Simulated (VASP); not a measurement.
```xyz
5
Lattice="3.9411 0.0000 0.0000 0.0000 3.9411 0.0000 0.0000 0.0000 3.9411" Properties=species:S:1:pos:R:3 pbc="T T T"
Sr     0.0000     0.0000     0.0000
Ti     1.9706     1.9706     1.9706
O      1.9706     0.0000     1.9706
O      0.0000     1.9706     1.9706
O      1.9706     1.9706     0.0000
```

All values below come from PBE GGA, VASP's PBE PAW potentials (set 64) (plane waves; VASP). Run with 520 eV cut-off, 8×8×8 Γ-centred mesh, tetrahedra with Blöchl corrections, potentials Sr_sv Ti_sv O.

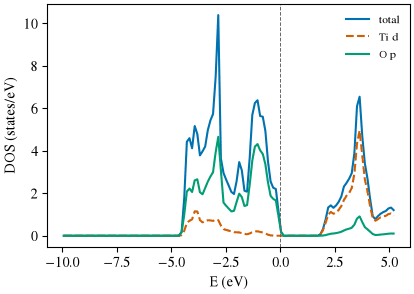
Figure: Total and projected density of states, zero at the valence-band maximum

Within 2 eV below the valence-band maximum the largest weight inside VASP's projection spheres is O p.

The gap is indirect, 1.80 eV, from the valence maximum at R to the conduction minimum at Γ.

The compound is SrTiO3 in the cubic perovskite structure, the ideal cubic form; the compound distorts at low or room temperature. It was relaxed first.
